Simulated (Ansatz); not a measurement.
# CH5AsOSi: nudged elastic band

- system: CH5AsOSi, SMILES O=C([SiH3])[AsH2]
- method: RKS B3LYP/def2-SVP (Ansatz 0.2.0)

It belongs to a series of runs on one base structure; here: band between the two ends. Figures and captions count atoms from 1; the log counts them from 0 in places.

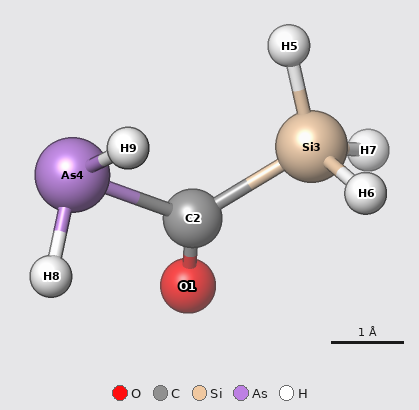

The structure as given in the input (ball-and-stick view, seen at a tilt; atoms are numbered from 1 in the order of the input). Bond lengths as drawn: As–C 2.06 Å, As–H 1.53 Å, C–O 1.20 Å, C–Si 1.95 Å and H–Si 1.49 Å.

### Input
```yaml
crystal:
  periodic: [false, false, false]
  atoms:
    - { symbol: O, position_ang: [1.404259, -1.438277, -0.187334] }
    - { symbol: C, position_ang: [0.443772, -0.712927, -0.178418] }
    - { symbol: Si, position_ang: [0.629042, 1.210605, -0.441535] }
    - { symbol: As, position_ang: [-1.436679, -1.508898, 0.06103] }
    - { symbol: H, position_ang: [-0.618281, 1.750094, -1.054889] }
    - { symbol: H, position_ang: [0.821104, 1.818355, 0.906262] }
    - { symbol: H, position_ang: [1.809806, 1.483278, -1.304926] }
    - { symbol: H, position_ang: [-1.018069, -2.317264, 1.286061] }
    - { symbol: H, position_ang: [-1.946454, -0.331267, 0.89675] }
basis:
  gaussian: { orbitals: def2-SVP }
hamiltonian:
  xc: b3lyp
neb:
  order_check: false
  images: 7
  f_tol: 0.03
  max_iterations: 60
  final_atoms:
    - { symbol: O, position_ang: [1.33046574, -1.03517312, 1.09394046] }
    - { symbol: C, position_ang: [0.51514612, -0.59416468, 0.32602516] }
    - { symbol: Si, position_ang: [0.65632698, 1.2297258, -0.351451] }
    - { symbol: As, position_ang: [-1.02191513, -1.78594425, -0.33705072] }
    - { symbol: H, position_ang: [-0.05355993, 2.10947708, 0.62072367] }
    - { symbol: H, position_ang: [2.09078545, 1.61416059, -0.44456463] }
    - { symbol: H, position_ang: [-0.00984347, 1.32192709, -1.68238914] }
    - { symbol: H, position_ang: [-1.36842177, -2.25471225, 1.07363515] }
    - { symbol: H, position_ang: [-2.05048399, -0.65159727, -0.31586795] }
  initial_path:
    images:
      - { positions_ang: [[1.404259, -1.438277, -0.187334], [0.443772, -0.712927, -0.178418], [0.629042, 1.210605, -0.441535], [-1.436679, -1.508898, 0.06103], [-0.618281, 1.750094, -1.054889], [0.821104, 1.818355, 0.906262], [1.809806, 1.483278, -1.304926], [-1.018069, -2.317264, 1.286061], [-1.946454, -0.331267, 0.89675]] }
      - { positions_ang: [[1.44321307, -1.41348894, -0.046334], [0.46050529, -0.71034912, -0.1309429], [0.61293047, 1.18784844, -0.39893983], [-1.35087002, -1.54279288, -0.00471986], [-0.64441755, 1.74089423, -0.78776797], [1.02253168, 1.79469701, 0.82212324], [1.59316586, 1.45598015, -1.40913488], [-1.07431149, -2.22173676, 1.29147735], [-1.97424729, -0.33735313, 0.64723986]] }
      - { positions_ang: [[1.48216714, -1.38870088, 0.09466599], [0.47723857, -0.70777125, -0.08346779], [0.59681894, 1.16509188, -0.35634466], [-1.26506104, -1.57668776, -0.07046973], [-0.67055411, 1.73169446, -0.52064695], [1.22395936, 1.77103903, 0.73798447], [1.37652571, 1.42868231, -1.51334375], [-1.13055399, -2.12620952, 1.2968937], [-2.00204059, -0.34343926, 0.39772972]] }
      - { positions_ang: [[1.52112121, -1.36391282, 0.23566599], [0.49397186, -0.70519337, -0.03599269], [0.58070742, 1.14233532, -0.3137495], [-1.17925207, -1.61058264, -0.13621959], [-0.69669066, 1.72249468, -0.25352592], [1.42538703, 1.74738104, 0.65384571], [1.15988557, 1.40138446, -1.61755263], [-1.18679648, -2.03068228, 1.30231005], [-2.02983388, -0.3495254, 0.14821958]] }
      - { positions_ang: [[1.56007528, -1.33912476, 0.37666598], [0.51070514, -0.7026155, 0.01148241], [0.56459589, 1.11957876, -0.27115433], [-1.09344309, -1.64447752, -0.20196946], [-0.72282721, 1.71329491, 0.01359511], [1.62681471, 1.72372305, 0.56970695], [0.94324543, 1.37408661, -1.72176151], [-1.24303897, -1.93515504, 1.3077264], [-2.05762717, -0.35561153, -0.10129055]] }
      - { positions_ang: [[1.5026729, -1.26313685, 0.5559846], [0.51181539, -0.67550279, 0.0901181], [0.58752866, 1.14711552, -0.2912285], [-1.0755611, -1.6798442, -0.23573977], [-0.55551039, 1.81234045, 0.16537725], [1.7428074, 1.69633243, 0.31613905], [0.7049732, 1.36104673, -1.71191841], [-1.27438467, -2.01504434, 1.24920359], [-2.05584138, -0.42960796, -0.1549349]] }
      - { positions_ang: [[1.44527051, -1.18714894, 0.73530322], [0.51292563, -0.64839009, 0.16875378], [0.61046143, 1.17465228, -0.31130267], [-1.05767911, -1.71521088, -0.26951009], [-0.38819357, 1.911386, 0.31715939], [1.85880008, 1.66894182, 0.06257116], [0.46670098, 1.34800685, -1.70207532], [-1.30573037, -2.09493365, 1.19068077], [-2.05405558, -0.5036044, -0.20857925]] }
      - { positions_ang: [[1.38786812, -1.11116103, 0.91462184], [0.51403588, -0.62127738, 0.24738947], [0.6333942, 1.20218904, -0.33137684], [-1.03979712, -1.75057756, -0.30328041], [-0.22087675, 2.01043154, 0.46894153], [1.97479277, 1.6415512, -0.19099673], [0.22842875, 1.33496697, -1.69223223], [-1.33707607, -2.17482295, 1.13215796], [-2.05226979, -0.57760083, -0.2622236]] }
      - { positions_ang: [[1.33046574, -1.03517312, 1.09394046], [0.51514612, -0.59416468, 0.32602516], [0.65632698, 1.2297258, -0.351451], [-1.02191513, -1.78594425, -0.33705072], [-0.05355993, 2.10947708, 0.62072367], [2.09078545, 1.61416059, -0.44456463], [-0.00984347, 1.32192709, -1.68238914], [-1.36842177, -2.25471225, 1.07363515], [-2.05048399, -0.65159727, -0.31586795]] }
```

Run on 2 threads of Arm Neoverse V1, 24 GiB of memory available, shared host.

Run as:
```bash
ansatz run input.yaml --threads 2 --pin off --max-ram 3072MiB --backend cpu --events-out ev --progress --plain --runs-dir out
```

### What the program printed
```
Engine: ansatz 0.2.0, aarch64-unknown-linux-gnu
Functional definition: B3LYP
  parameter a0 = 0.2
  parameter ax = 0.72
  parameter ac = 0.81
  exchange = (1 - a0 - ax)*slater_x + ax*b88_x + a0*exact_x
  correlation = (1 - ac)*vwn_rpa_c + ac*lyp_c
1086 factors; integrals over basis functions are off by at most 3.3e-4 eV
mean field evaluation 1: about -71869.0016 eV, gradient 4.3e1 eV
mean field evaluation 2: about -71850.2199 eV, gradient 1.0e2 eV
mean field evaluation 4: about -71872.5298 eV, gradient 8.0e0 eV
mean field evaluation 8: about -71872.7009 eV, gradient 3.9e-1 eV
mean field evaluation 16: about -71872.7012 eV, gradient 8.2e-5 eV
mean field -71872.70123492 eV, -2641.2730533167 hartree, gradient 8.2e-5 eV, S^2 0.000000; 0 other end points of the search recorded, 0 dependent functions left out
the calculation of the forces begins
reference -71872.70147783 eV, -2641.2730622433 hartree; 33, 33 occupied and 70, 70 virtual orbitals, 1086 factors
1086 factors; integrals over basis functions are off by at most 5.6e-4 eV
mean field evaluation 32: about -71872.7013 eV, gradient 8.1e-5 eV
mean field -71872.70130015 eV, -2641.2730557140 hartree, gradient 8.1e-5 eV, S^2 0.000000; 0 other end points of the search recorded, 0 dependent functions left out
[... from here on the field's lines of each further geometry are left out, up to the last ...]
NEB iter   1: max|band force component| = 4.767e0 eV/Å  barrier→ = 0.6004 eV  barrier← = 0.6005 eV  Δτ_max = 0.1729 Å  (242 SCF iters)
NEB iter   2: max|band force component| = 2.353e0 eV/Å  barrier→ = 0.2047 eV  barrier← = 0.2047 eV  Δτ_max = 0.1964 Å  (210 SCF iters)
NEB iter   3: max|band force component| = 1.473e0 eV/Å  barrier→ = 0.2632 eV  barrier← = 0.2633 eV  Δτ_max = 0.1118 Å  (216 SCF iters)
NEB iter   4: max|band force component| = 5.693e-1 eV/Å  barrier→ = 0.0483 eV  barrier← = 0.0484 eV  Δτ_max = 0.0151 Å  (213 SCF iters)
NEB iter   5: max|band force component| = 3.811e-1 eV/Å  barrier→ = 0.0391 eV  barrier← = 0.0391 eV  CI = image 4  Δτ_max = 0.0227 Å  (188 SCF iters)
NEB iter   6: max|band force component| = 8.615e-2 eV/Å  barrier→ = 0.0345 eV  barrier← = 0.0345 eV  CI = image 4  Δτ_max = 0.0297 Å  (185 SCF iters)
NEB iter   7: max|band force component| = 9.097e-2 eV/Å  barrier→ = 0.0329 eV  barrier← = 0.0330 eV  CI = image 4  Δτ_max = 0.0149 Å  (189 SCF iters)
NEB iter   8: max|band force component| = 7.610e-2 eV/Å  barrier→ = 0.0320 eV  barrier← = 0.0321 eV  CI = image 4  Δτ_max = 0.0298 Å  (183 SCF iters)
NEB iter   9: max|band force component| = 5.795e-2 eV/Å  barrier→ = 0.0306 eV  barrier← = 0.0307 eV  CI = image 4  Δτ_max = 0.0596 Å  (179 SCF iters)
NEB iter  10: max|band force component| = 9.830e-2 eV/Å  barrier→ = 0.0283 eV  barrier← = 0.0284 eV  CI = image 4  Δτ_max = 0.0297 Å  (180 SCF iters)
NEB iter  11: max|band force component| = 1.506e-1 eV/Å  barrier→ = 0.0271 eV  barrier← = 0.0272 eV  CI = image 4  Δτ_max = 0.0149 Å  (188 SCF iters)
NEB iter  12: max|band force component| = 5.549e-2 eV/Å  barrier→ = 0.0266 eV  barrier← = 0.0266 eV  CI = image 4  Δτ_max = 0.0297 Å  (193 SCF iters)
NEB iter  13: max|band force component| = 4.906e-2 eV/Å  barrier→ = 0.0255 eV  barrier← = 0.0255 eV  CI = image 4  Δτ_max = 0.0297 Å  (181 SCF iters)
NEB iter  14: max|band force component| = 4.682e-2 eV/Å  barrier→ = 0.0244 eV  barrier← = 0.0245 eV  CI = image 4  Δτ_max = 0.0297 Å  (174 SCF iters)
NEB iter  15: max|band force component| = 4.113e-2 eV/Å  barrier→ = 0.0234 eV  barrier← = 0.0235 eV  CI = image 4  Δτ_max = 0.0297 Å  (177 SCF iters)
NEB iter  16: max|band force component| = 3.458e-2 eV/Å  barrier→ = 0.0225 eV  barrier← = 0.0225 eV  CI = image 4  Δτ_max = 0.0594 Å  (181 SCF iters)
NEB iter  17: max|band force component| = 2.663e-2 eV/Å  barrier→ = 0.0209 eV  barrier← = 0.0210 eV  CI = image 4  Δτ_max = 0.0595 Å  (179 SCF iters)
NEB iter  18: max|band force component| = 1.165e-1 eV/Å  barrier→ = 0.0199 eV  barrier← = 0.0200 eV  CI = image 5  Δτ_max = 0.0597 Å  (26 SCF iters)
NEB iter  19: max|band force component| = 8.209e-2 eV/Å  barrier→ = 0.0202 eV  barrier← = 0.0203 eV  CI = image 5  Δτ_max = 0.0594 Å  (185 SCF iters)
NEB iter  20: max|band force component| = 2.919e-1 eV/Å  barrier→ = 0.0226 eV  barrier← = 0.0226 eV  CI = image 4  Δτ_max = 0.0298 Å  (193 SCF iters)
NEB iter  21: max|band force component| = 1.910e-1 eV/Å  barrier→ = 0.0201 eV  barrier← = 0.0202 eV  CI = image 5  Δτ_max = 0.0153 Å  (185 SCF iters)
the calculation of the forces begins
reference -71872.69781966 eV, -2641.2729278082 hartree; 33, 33 occupied and 70, 70 virtual orbitals, 1086 factors
1086 factors; integrals over basis functions are off by at most 3.3e-4 eV
mean field evaluation 1024: about -71872.6809 eV, gradient 4.0e-1 eV
mean field -71872.68121855 eV, -2641.2723177286 hartree, gradient 2.1e-5 eV, S^2 0.000000; 1 other end points of the search recorded, 0 dependent functions left out
the calculation of the forces begins
reference -71872.68146331 eV, -2641.2723267232 hartree; 33, 33 occupied and 70, 70 virtual orbitals, 1086 factors
NEB iter  22: max|band force component| = 1.610e-2 eV/Å  barrier→ = 0.0200 eV  barrier← = 0.0201 eV  CI = image 5  Δτ_max = 0.0000 Å  (370 SCF iters)
```

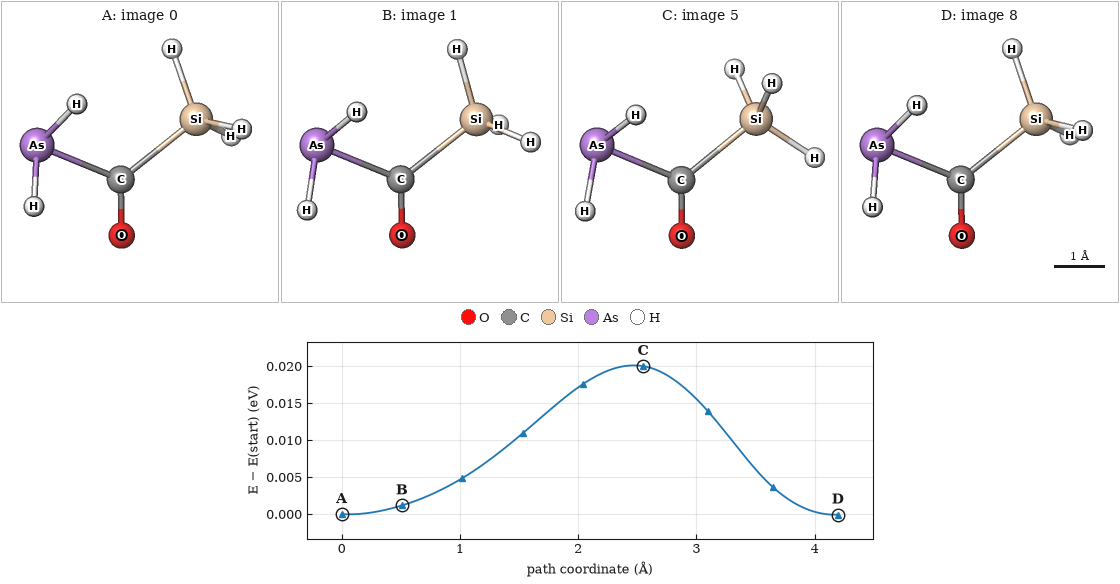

Images of the last band (counted from 0; ball-and-stick, seen at a tilt) above the energy along the path; the line is a cubic interpolation that uses the forces. The highest image is number 5, 0.020 eV above the start and 0.020 eV above the end (the climbing image); start and end have the same energy. The path is 4.20 Å long. The band converged in 22 iterations.

```
Total energy: -71872.68146331 eV, -2641.2723267232 hartree
Atom 0 at     1.397413    -1.210606     0.710553 Å, force    -0.005889    -0.001056    -0.001109 eV/Å
Atom 1 at     0.488391    -0.618138     0.190061 Å, force     0.012024     0.007121     0.001732 eV/Å
Atom 2 at     0.677571     1.251836    -0.343622 Å, force    -0.002387    -0.003162     0.000847 eV/Å
Atom 3 at    -1.235884    -1.624168    -0.314577 Å, force    -0.002090    -0.003952    -0.001939 eV/Å
Atom 4 at    -0.550951     2.008798     0.030332 Å, force     0.000626    -0.000663     0.000892 eV/Å
Atom 5 at     1.881715     1.826398     0.313298 Å, force     0.000566     0.000229    -0.000802 eV/Å
Atom 6 at     0.826838     1.274724    -1.828296 Å, force    -0.001042     0.000049     0.000246 eV/Å
Atom 7 at    -1.236843    -2.418627     0.987840 Å, force    -0.000979     0.001511     0.000363 eV/Å
Atom 8 at    -2.159750    -0.536518     0.237413 Å, force    -0.000829    -0.000077    -0.000230 eV/Å
Dipole moment:    -0.224365     0.268269    -0.079733 e Å
this run last wrote the band of iteration 22 to [file]; this run last wrote the band within `neb.f_tol` of iteration 17 to [file]
```

### The last band as extended XYZ (Å, eV, eV/Å)
```
9
Properties=species:S:1:pos:R:3:forces:R:3 image=0 energy=-71872.70124
O     1.4043   -1.4383   -0.1873   -0.0086   0.0073   0.0010
C     0.4438   -0.7129   -0.1784    0.0102  -0.0112   0.0019
Si    0.6290    1.2106   -0.4415   -0.0001   0.0054  -0.0035
As   -1.4367   -1.5089    0.0610   -0.0008   0.0022   0.0004
H    -0.6183    1.7501   -1.0549   -0.0020   0.0008  -0.0003
H     0.8211    1.8184    0.9063   -0.0001  -0.0022   0.0006
H     1.8098    1.4833   -1.3049    0.0007  -0.0007   0.0003
H    -1.0181   -2.3173    1.2861    0.0001  -0.0022  -0.0003
H    -1.9465   -0.3313    0.8968    0.0005   0.0006  -0.0002
9
Properties=species:S:1:pos:R:3:forces:R:3 image=1 energy=-71872.70006
O     1.4266   -1.3647    0.0518    0.0000   0.0009  -0.0032
C     0.4460   -0.6789   -0.0826    0.0033  -0.0047   0.0018
Si    0.6389    1.2304   -0.4407   -0.0014   0.0003  -0.0011
As   -1.4259   -1.5168   -0.0241   -0.0028   0.0029   0.0003
H    -0.6582    1.8062   -0.8972    0.0004  -0.0003  -0.0018
H     1.0561    1.8740    0.8367   -0.0020  -0.0008   0.0009
H     1.6916    1.4174   -1.4763    0.0013   0.0006   0.0017
H    -1.0823   -2.4110    1.1636    0.0018   0.0012   0.0007
H    -2.0043   -0.4028    0.8517   -0.0005  -0.0001   0.0006
9
Properties=species:S:1:pos:R:3:forces:R:3 image=2 energy=-71872.69638
O     1.4247   -1.2994    0.2638    0.0040   0.0001  -0.0086
C     0.4454   -0.6469    0.0073    0.0022  -0.0074   0.0138
Si    0.6525    1.2472   -0.4229   -0.0027  -0.0012  -0.0057
As   -1.4011   -1.5300   -0.1117   -0.0118   0.0059   0.0029
H    -0.6701    1.8749   -0.7037    0.0001  -0.0006  -0.0033
H     1.2998    1.9040    0.7458   -0.0044  -0.0014   0.0028
H     1.5341    1.3481   -1.6190    0.0037   0.0016   0.0027
H    -1.1276   -2.4732    1.0559    0.0094  -0.0008  -0.0016
H    -2.0693   -0.4710    0.7674   -0.0005   0.0038  -0.0029
9
Properties=species:S:1:pos:R:3:forces:R:3 image=3 energy=-71872.69033
O     1.4123   -1.2542    0.4516   -0.0075  -0.0016  -0.0086
C     0.4515   -0.6250    0.0892    0.0156   0.0000   0.0057
Si    0.6657    1.2564   -0.3922   -0.0052   0.0026  -0.0017
As   -1.3584   -1.5464   -0.2007   -0.0042  -0.0006  -0.0090
H    -0.6587    1.9356   -0.4744    0.0013  -0.0017  -0.0068
H     1.5278    1.9032    0.6335   -0.0046  -0.0016   0.0035
H     1.3339    1.2967   -1.7240    0.0060   0.0007   0.0021
H    -1.1615   -2.4999    0.9738    0.0010   0.0049   0.0038
H    -2.1241   -0.5128    0.6263   -0.0024  -0.0027   0.0110
9
Properties=species:S:1:pos:R:3:forces:R:3 image=4 energy=-71872.68367
O     1.3992   -1.2294    0.6014   -0.0059  -0.0012  -0.0053
C     0.4666   -0.6170    0.1491    0.0084   0.0055   0.0001
Si    0.6755    1.2593   -0.3549   -0.0007  -0.0020  -0.0002
As   -1.2962   -1.5821   -0.2840   -0.0002  -0.0002  -0.0025
H    -0.6216    1.9813   -0.2212   -0.0009  -0.0011  -0.0054
H     1.7198    1.8717    0.5090   -0.0024   0.0012   0.0031
H     1.1051    1.2817   -1.7832    0.0045   0.0004   0.0009
H    -1.1983   -2.4767    0.9476   -0.0026  -0.0007   0.0010
H    -2.1616   -0.5352    0.4192   -0.0004  -0.0017   0.0083
9
Properties=species:S:1:pos:R:3:forces:R:3 image=5 energy=-71872.68122
O     1.3974   -1.2106    0.7106   -0.0059  -0.0011  -0.0011
C     0.4884   -0.6181    0.1901    0.0120   0.0071   0.0017
Si    0.6776    1.2518   -0.3436   -0.0024  -0.0032   0.0008
As   -1.2359   -1.6242   -0.3146   -0.0021  -0.0040  -0.0019
H    -0.5510    2.0088    0.0303    0.0006  -0.0007   0.0009
H     1.8817    1.8264    0.3133    0.0006   0.0002  -0.0008
H     0.8268    1.2747   -1.8283   -0.0010   0.0000   0.0002
H    -1.2368   -2.4186    0.9878   -0.0010   0.0015   0.0004
H    -2.1597   -0.5365    0.2374   -0.0008  -0.0001  -0.0002
9
Properties=species:S:1:pos:R:3:forces:R:3 image=6 energy=-71872.68733
O     1.4068   -1.1885    0.8070   -0.0080   0.0008   0.0027
C     0.5175   -0.6264    0.2232    0.0165   0.0060   0.0006
Si    0.6710    1.2373   -0.3376   -0.0026  -0.0008   0.0035
As   -1.1654   -1.6823   -0.3225   -0.0001  -0.0063   0.0001
H    -0.4426    2.0159    0.2757    0.0036  -0.0002   0.0066
H     1.9918    1.7753    0.0844    0.0031   0.0000  -0.0063
H     0.5280    1.2789   -1.8226   -0.0088  -0.0013   0.0015
H    -1.2919   -2.3169    1.0595   -0.0049   0.0020   0.0003
H    -2.1268   -0.5396    0.0160    0.0011  -0.0002  -0.0089
9
Properties=species:S:1:pos:R:3:forces:R:3 image=7 energy=-71872.69758
O     1.3975   -1.1385    0.9313    0.0004   0.0019   0.0069
C     0.5362   -0.6243    0.2674    0.0059  -0.0030  -0.0062
Si    0.6617    1.2249   -0.3403   -0.0011   0.0005   0.0047
As   -1.0932   -1.7368   -0.3242    0.0007   0.0030   0.0043
H    -0.2823    2.0348    0.4821    0.0033   0.0013   0.0048
H     2.0560    1.7169   -0.1756    0.0014  -0.0014  -0.0057
H     0.2363    1.2827   -1.7689   -0.0075  -0.0006   0.0018
H    -1.3489   -2.2368    1.0951   -0.0026   0.0007  -0.0001
H    -2.0747   -0.5692   -0.1839   -0.0005  -0.0024  -0.0104
9
Properties=species:S:1:pos:R:3:forces:R:3 image=8 energy=-71872.70130
O     1.3305   -1.0352    1.0939   -0.0083   0.0042  -0.0076
C     0.5151   -0.5942    0.3260    0.0111  -0.0029   0.0079
Si    0.6563    1.2297   -0.3515   -0.0016   0.0033   0.0000
As   -1.0219   -1.7859   -0.3371   -0.0047  -0.0020   0.0015
H    -0.0536    2.1095    0.6207    0.0015  -0.0010  -0.0018
H     2.0908    1.6142   -0.4446   -0.0006  -0.0001   0.0002
H    -0.0098    1.3219   -1.6824    0.0011  -0.0010   0.0022
H    -1.3684   -2.2547    1.0736    0.0005   0.0014  -0.0030
H    -2.0505   -0.6516   -0.3159    0.0011  -0.0019   0.0005
```

### Key numbers

```csv
quantity,value
outcome,converged
"barrier, forward",0.020 eV
"barrier, backward",0.020 eV
wall time,6.1 min (CPU time 12 min)
peak memory,0.23 GiB
```

### Remarks

The order of the saddle point was not checked.
